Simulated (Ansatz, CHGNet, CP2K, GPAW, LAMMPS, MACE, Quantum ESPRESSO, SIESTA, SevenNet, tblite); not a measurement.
**Ga2O3 with crystalline order left by the classical run (95 atoms) in CP2K**

Wanted: CP2K inputs and outputs for Ga2O3 with crystalline order left by the classical run (95 atoms), checked against a plane-wave reference.

Calculated with CP2K 2026.2; the method is named at each step.

### Step 1. The starting structure

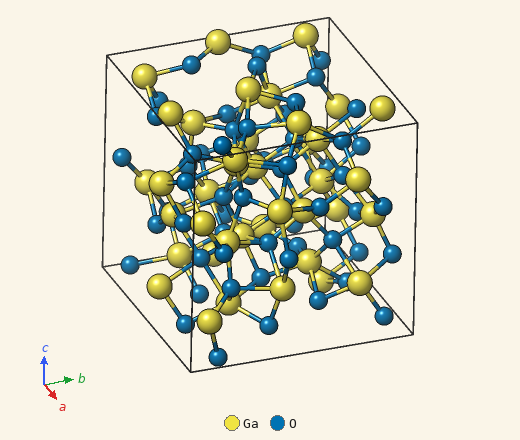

The starting structure, seen slightly off an axis (gallium yellow, oxygen blue). Some periodic images of atoms are drawn too.

The cell holds 95 atoms: 38 Ga and 57 O. Cell: a = 9.848 Å, b = 9.848 Å, c = 9.848 Å, α = 90.0°, β = 90.0°, γ = 90.0°. 95 atoms (38 Fe, 57 O) placed at random at 5.32 g/cm³, melted at 5000 K for 10 ps at fixed volume with the Morse and Coulomb pair potential with partial charges (Pedone, Malavasi, Menziani, Cormack and Segre, J. Phys. Chem. B 110, 11780 (2006)). Quenched from 5000 K to 300 K at 50 K/ps and fixed volume, held 5 ps, then minimised at fixed cell. Then Fe was replaced by Ga and the cell scaled by 1.003 (the potential has no terms for the new elements, so the cell is a start for a DFT relaxation).

The yardstick, on the same geometry:

* method: Kohn-Sham DFT, PBE, SSSP efficiency 1.3.0 pseudopotentials, plane waves (Quantum ESPRESSO 7.5); sssp-pbe-1.3.0-efficiency, cutoffs 60/480 Ry, Γ point
* r.m.s. force component: 0.3345 eV/Å
* longest force: 1.197 eV/Å
* pressure: -3.035 GPa
* gap (highest filled to lowest empty level): 0.9119 eV
* time: 9.1 min on 4 MPI ranks of Arm Neoverse V1, shared host
* CPU time: 36 min

### Step 2. PBE, DZVP-UZH, 800/50 Ry, diagonalisation

Method: Kohn-Sham DFT, PBE, GTH-PBE pseudopotentials, Gaussian and plane waves, DZVP-MOLOPT (UZH set), diagonalisation.

The input, input.inp:

```
&GLOBAL
  PROJECT cell
  RUN_TYPE ENERGY_FORCE
  PRINT_LEVEL LOW
&END GLOBAL
&FORCE_EVAL
  METHOD QS
  STRESS_TENSOR ANALYTICAL
  &DFT
    BASIS_SET_FILE_NAME BASIS_MOLOPT_UZH
    POTENTIAL_FILE_NAME POTENTIAL_UZH
    &MGRID
      CUTOFF 800
      REL_CUTOFF 50
      NGRIDS 5
    &END MGRID
    &QS
      EPS_DEFAULT 1.0E-12
    &END QS
    &SCF
      SCF_GUESS ATOMIC
      EPS_SCF 1.0E-06
      MAX_SCF 200
      ADDED_MOS 14
      &DIAGONALIZATION
        ALGORITHM STANDARD
      &END DIAGONALIZATION
      &SMEAR ON
        METHOD FERMI_DIRAC
        ELECTRONIC_TEMPERATURE [K] 580
      &END SMEAR
      &MIXING
        METHOD BROYDEN_MIXING
        ALPHA 0.3
        NBROYDEN 8
      &END MIXING
      &PRINT
        &RESTART OFF
        &END RESTART
      &END PRINT
    &END SCF
    &XC
      &XC_FUNCTIONAL PBE
      &END XC_FUNCTIONAL
    &END XC
    &PRINT
      &MULLIKEN ON
      &END MULLIKEN
      &HIRSHFELD ON
        SHAPE_FUNCTION DENSITY
      &END HIRSHFELD
      &MO ON
        EIGENVALUES T
        OCCUPATION_NUMBERS T
        MO_INDEX_RANGE 407 430
        &EACH
          QS_SCF 0
        &END EACH
        ADD_LAST NUMERIC
      &END MO
    &END PRINT
  &END DFT
  &SUBSYS
    &CELL
      A 9.84786 0.00000 0.00000
      B 0.00000 9.84786 0.00000
      C 0.00000 0.00000 9.84786
    &END CELL
    &TOPOLOGY
      COORD_FILE_NAME structure.xyz
      COORD_FILE_FORMAT XYZ
    &END TOPOLOGY
    &KIND Ga
      BASIS_SET DZVP-MOLOPT-PBE-GTH-q13
      POTENTIAL GTH-PBE-q13
    &END KIND
    &KIND O
      BASIS_SET DZVP-MOLOPT-PBE-GTH-q6
      POTENTIAL GTH-PBE-q6
    &END KIND
  &END SUBSYS
  &PRINT
    &FORCES ON
    &END FORCES
    &STRESS_TENSOR ON
    &END STRESS_TENSOR
  &END PRINT
&END FORCE_EVAL
```

The input, structure.xyz:

```xyz
95

Ga 6.75435 2.88168 1.19110
Ga 2.24492 2.99001 7.29667
Ga 5.73106 7.10976 7.54277
Ga 9.34739 0.60879 6.56448
Ga 4.50264 1.04742 9.19672
Ga 7.48043 5.53735 9.44528
Ga 7.07037 5.99232 5.08100
Ga 0.86316 8.52795 4.66217
Ga 4.53976 1.24782 4.47467
Ga 2.50766 6.09514 2.02472
Ga 2.54538 2.37806 1.39200
Ga 0.98291 8.41894 9.75381
Ga 2.57167 9.27727 7.09075
Ga 1.21365 1.42282 4.28894
Ga 4.39825 7.92743 0.14220
Ga 2.28835 6.32528 7.97706
Ga 6.13266 6.65902 2.11827
Ga 0.86740 1.34985 9.05058
Ga 2.56497 9.31519 2.31700
Ga 1.70752 3.92063 3.64617
Ga 7.24990 9.00961 4.46266
Ga 0.41026 4.76774 9.81645
Ga 9.31312 4.03093 6.50303
Ga 7.55085 2.44207 4.47733
Ga 4.35689 7.87208 4.76843
Ga 3.91659 5.09715 5.70930
Ga 5.11025 4.06923 3.27865
Ga 0.72451 5.96869 5.20971
Ga 8.86130 4.40318 2.62800
Ga 9.25108 7.50673 7.33232
Ga 8.89055 7.81526 2.29071
Ga 7.49885 9.23207 9.46340
Ga 7.99971 2.53661 8.51761
Ga 5.94880 0.12950 6.82378
Ga 5.88114 0.15865 1.99646
Ga 5.73195 3.49776 7.03649
Ga 9.30879 1.01433 1.91925
Ga 4.46561 4.50224 9.67030
O 4.22582 6.92354 1.82658
O 5.30790 8.98115 8.40860
O 2.79492 5.54306 9.75352
O 7.27974 7.23414 3.60707
O 6.40160 3.69620 9.00104
O 7.19041 4.41056 3.91777
O 7.78877 9.68360 2.75720
O 7.63327 7.43149 8.34606
O 9.22380 1.61968 4.92974
O 3.01847 1.14925 3.28466
O 0.37668 9.38225 8.12370
O 8.82723 4.53523 8.30844
O 0.46433 6.65932 8.92610
O 0.56517 9.70516 3.16057
O 4.85913 3.33192 5.10868
O 9.10691 8.83885 0.67182
O 8.76391 6.03979 6.07190
O 8.99060 1.54986 0.00335
[... 35 atom lines left out ...]
O 3.83426 4.16200 7.54208
O 6.44917 1.11035 0.35068
O 1.72505 7.76169 1.47639
O 0.09227 7.04496 3.73933
```

On the command line:

```bash
> OMP_NUM_THREADS=1 mpirun -np 4 cp2k.psmp -i input.inp > output.txt
```

Numbers of over 12 decimals in the logs are rounded to 6 here.

The log of the run:

```text
CP2K| version string:                                       CP2K version 2026.2
 CP2K| Input file name                                                 input.inp
 GLOBAL| Basis set file name                                    BASIS_MOLOPT_UZH
 GLOBAL| Potential file name                                       POTENTIAL_UZH
 GLOBAL| Run type                                                   ENERGY_FORCE
 GLOBAL| Total number of message passing processes                             4
 GLOBAL| Number of threads for this process                                    1
 TOTAL NUMBERS AND MAXIMUM NUMBERS
  Total number of            - Atomic kinds:                                   2
                             - Atoms:                                         95
                             - Shell sets:                                    95
                             - Shells:                                       551
                             - Primitive Cartesian functions:                513
                             - Cartesian basis functions:                   1938
                             - Spherical basis functions:                   1691
  Maximum angular momentum of- Orbital basis functions:                        3
                             - Local part of the GTH pseudopotential:          2
                             - Non-local part of the GTH pseudopotential:      4
 SCF PARAMETERS         Density guess:                                    ATOMIC
                        max_scf:                                             200
                        eps_scf:                                        1.00E-06
                        added MOs                                        14    0
                        Mixing method:                            BROYDEN_MIXING
                                                charge density mixing in g-space
                        Smear method:                                FERMI_DIRAC
                        Electronic temperature [K]:                        580.0
                        Electronic temperature [a.u.]:                  1.84E-03
                        Accuracy threshold:                             1.00E-10
 Extrapolation method: initial_guess
 Number of electrons:                                                        836
 Number of occupied orbitals:                                                418
 Number of molecular orbitals:                                               432
 Number of orbital functions:                                               1691
 Number of independent orbital functions:                                   1691
 SCF WAVEFUNCTION OPTIMIZATION
  Step     Update method      Time    Convergence         Total energy    Change
     1 NoMix/Diag. 0.30E+00   10.2     1.77819078     -3755.8950497621 -3.76E+03
     2 Broy./Diag. 0.30E+00   13.8     0.24653894     -3670.3448354582  8.56E+01
     3 Broy./Diag. 0.30E+00   13.8     0.11747141     -3740.9131982371 -7.06E+01
     4 Broy./Diag. 0.30E+00   13.9     0.04535449     -3751.0674070318 -1.02E+01
[...]
13 Broy./Diag. 0.30E+00   13.9     0.00000260     -3749.9365179016  7.86E-05
    14 Broy./Diag. 0.30E+00   13.9     0.00000044     -3749.9365359785 -1.81E-05
  *** SCF run converged in    14 steps ***
  Electronic density on regular grids:       -835.9999999999        0.0000000001
  Core density on regular grids:              835.9999999995       -0.0000000005
  Total charge density on r-space grids:       -0.0000000004
  Total charge density g-space grids:          -0.0000000004
  Overlap energy of the core charge distribution:               4.42191e-08
  Self energy of the core charge distribution:              -6065.042538
  Core Hamiltonian energy:                                   1795.351944
  Hartree energy:                                            1111.537436
  Exchange-correlation energy:                               -591.783361
  Electronic entropic energy:                                  -1.75938e-05
  Fermi energy:                                                 0.231315
  Total energy:                                             -3749.936536
  Total energy (extrapolated to T->0):                      -3749.936527
 MO| EIGENVALUES AND OCCUPATION NUMBERS
 MO|
 MO|  Index      Eigenvalue [a.u.]        Eigenvalue [eV]             Occupation
 MO|    407               0.195610               5.322826               2.000000
 MO|    408               0.196745               5.353697               2.000000
 MO|    409               0.198053               5.389290               2.000000
[...]
MO|    429               0.374086              10.179391               0.000000
 MO|    430               0.375951              10.230158               0.000000
 MO| Sum:                                                             836.000000
 MO| E(Fermi):            0.231315 a.u.          6.294392 eV
 !-----------------------------------------------------------------------------!
                     Mulliken Population Analysis
 #  Atom  Element  Kind  Atomic population                           Net charge
       1     Ga       1         11.977992                              1.022008
       2     Ga       1         11.792309                              1.207691
       3     Ga       1         11.881647                              1.118353
[...]
94     O        2          6.704485                             -0.704485
      95     O        2          6.676820                             -0.676820
 # Total charge                            836.000000                 -0.000000
 !-----------------------------------------------------------------------------!
 !-----------------------------------------------------------------------------!
                           Hirshfeld Charges
  #Atom  Element  Kind  Ref Charge     Population                    Net charge
      1       Ga     1      13.000         12.532                         0.468
      2       Ga     1      13.000         12.508                         0.492
      3       Ga     1      13.000         12.568                         0.432
[...]
94       O      2       6.000          6.315                        -0.315
     95       O      2       6.000          6.336                        -0.336
  Total Charge                                                           -0.000
 !-----------------------------------------------------------------------------!
 ENERGY| Total FORCE_EVAL ( QS ) energy [hartree]          -3749.936563
 FORCES| Atomic forces [hartree/bohr]
 FORCES|   Atom     x               y               z               |f|
 FORCES|      1  2.94100485E-04  2.18900681E-04  1.28543005E-02   1.28595277E-02
 FORCES|      2  8.18799128E-04  1.00367201E-02 -1.87096512E-02   2.12475229E-02
 FORCES|      3 -1.69721420E-03 -6.75312107E-03 -9.15282114E-03   1.15004050E-02
[...]
FORCES|     94  5.69486530E-03  5.70396326E-03  1.13256693E-02   1.39009882E-02
 FORCES|     95 -4.55133508E-04  1.31787945E-02 -1.44756160E-02   1.95814000E-02
 FORCES| Sum     5.93743945E-04  4.66885317E-03  7.64091534E-03
 FORCES| Total atomic force                                       8.97409099E-03
 STRESS| Analytical stress tensor [bar]
 STRESS|                        x                   y                   z
 STRESS|      x        5.93164567836E+03  -1.47404402192E+04  -4.29176645960E+04
 STRESS|      y       -1.47404402192E+04  -1.06368885578E+03   2.39496074306E+04
 STRESS|      z       -4.29176645960E+04   2.39496074306E+04  -1.07050268935E+04
 STRESS| 1/3 Trace                                            -1.94569002363E+03
```

Run time: 4.1 min. Hardware: 4 MPI ranks of Arm Neoverse V1, shared host; peak memory 7.4 GiB.

Banners, paths, timers and routine set-up lines are dropped from the logs unmarked, and long logs keep their key lines alone; longer cuts are marked.

Numbers from this run, and their distance from the reference:

```
r.m.s. force component                           : 0.3367 eV/Å
r.m.s. difference of force components            : 35.78 meV/Å
longest difference of force vectors              : 146.3 meV/Å
force difference over r.m.s. force               : 10.7 %
slope of forces against the reference's          : 1.001
correlation of force components                  : 0.9944
gap (highest filled to lowest empty level) : 0.8628 eV
gap difference                                   : -0.0491 eV
pressure                                         : -0.1946 GPa
pressure difference                              : 2.841 GPa
```

Length of the force difference by element (eV/Å):

```tsv
element	atoms	mean	most
Ga	38	0.085	0.15
O	57	0.031	0.063
```

Levels nearest the highest filled one (eV from it): -0.52, -0.49, -0.46, -0.42, -0.39, -0.35, -0.32, -0.24, -0.14, -0.09, -0.03, 0.00, 0.86, 3.39, 3.49, 3.57, 3.68, 3.80, 3.91, 4.05, 4.12, 4.27, 4.33, 4.38.

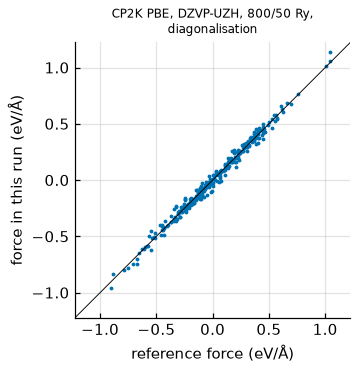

Force components against those of the reference; the line marks equality.

The surroundings of Ga18, whose charge lies farthest from its element's mean, nearest first, numbered as they follow in the input and with coordinates relative to it.

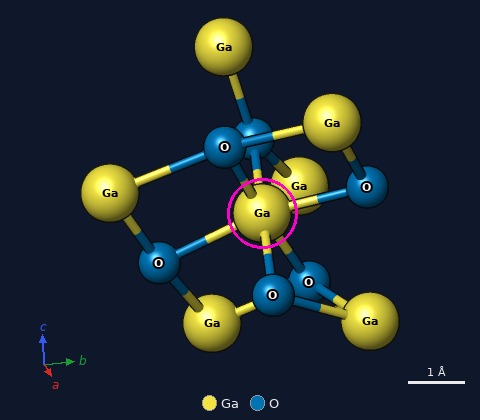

The atoms of the table, within 3.1 Å (arrows a, b, c point along x, y, z); some may hide others; the central atom is ringed.

```tsv
atom	x	y	z	distance (Å)	bonds	Hirshfeld charge (e)	Fx	Fy	Fz (eV/Å)
Ga18	0.00	0.00	0.00	0.00	6	0.39	0.08	0.45	0.08
O68	0.72	-0.77	1.58	1.90	5	-0.32	-0.12	0.16	0.68
O56	-1.72	0.20	0.80	1.91	3	-0.32	-0.20	-0.27	0.16
O81	0.60	1.82	0.52	1.99	4	-0.32	0.24	0.13	0.09
O73	-0.69	0.93	-1.64	2.01	5	-0.29	-0.23	0.00	-0.17
O65	1.80	-0.18	-0.93	2.04	4	-0.29	0.09	0.16	-0.17
O49	-0.49	-1.82	-0.93	2.10	5	-0.32	0.41	-0.23	0.09
Ga2	1.38	1.64	-1.75	2.77	6	0.49	0.04	0.52	-0.96
Ga12	0.12	-2.78	0.70	2.87	6	0.43	0.01	-0.32	-0.62
Ga4	-1.37	-0.74	-2.49	2.93	6	0.43	0.17	-0.25	-0.58
Ga11	1.68	1.03	2.19	2.94	6	0.49	-0.40	0.36	0.09
Ga33	-2.72	1.19	-0.53	3.01	6	0.49	0.46	-0.10	-0.40
Ga37	-1.41	-0.34	2.72	3.08	7	0.51	-0.06	-0.25	0.26
```

Forces lie 11 % from the reference's, at 0.45 times its CPU time.

The difference per atom is largest on Ga (0.085 eV/Å on average, against 0.031 on O).

### Step 3. Summary of results

```yaml
force_difference_from_the_reference: CP2K PBE, DZVP-UZH, 800/50 Ry, diagonalisation, 11 %
its_cpu_time: 17 min
```

What this shows: The PBE run in local orbitals differs by 11 % (CP2K PBE, DZVP-UZH, 800/50 Ry, diagonalisation); basis, grid and potentials can all enter. One electronic-structure run takes under half the reference's CPU time: CP2K PBE, DZVP-UZH, 800/50 Ry, diagonalisation, at 11 % in 17 min against 36 min; its pressure misses by +2.8 GPa. At the same functional, the gap of CP2K PBE, DZVP-UZH, 800/50 Ry, diagonalisation lies 0.05 eV below the reference's 0.912 eV. In pressure, CP2K PBE, DZVP-UZH, 800/50 Ry, diagonalisation misses by +2.8 GPa, at the same functional. The reference's pressure holds the uncorrected Pulay stress of its 60 Ry basis, so small pressure differences, and their order, may be the reference's own error. The quench rate of 50 K/ps is many orders above laboratory rates, so the cell is likely richer in defects and strain than a real sample. The network of bonds at the start is that of the classical potential that made the cell, and needn't be the one that DFT or experiment would give. The reference's pressure of -3.0 GPa belongs to a cell and atoms that aren't relaxed at this level. The electronic-structure runs sample only Γ, in a cell whose shortest periodic width is 10 Å.

[Also dropped from logs without a mark: logging warnings of Python, and SIESTA's first energy breakdown and zero terms.]

[Logs are printed without paths, hosts, clocks, repeated set-up lines and the standing remarks that a program may print on its own settings, such as how far it seeks lower states.]

[Hosts, paths, dates, database ids (printed as entryN), source tags and the programs' standing remarks are cut or masked in the printed files.]
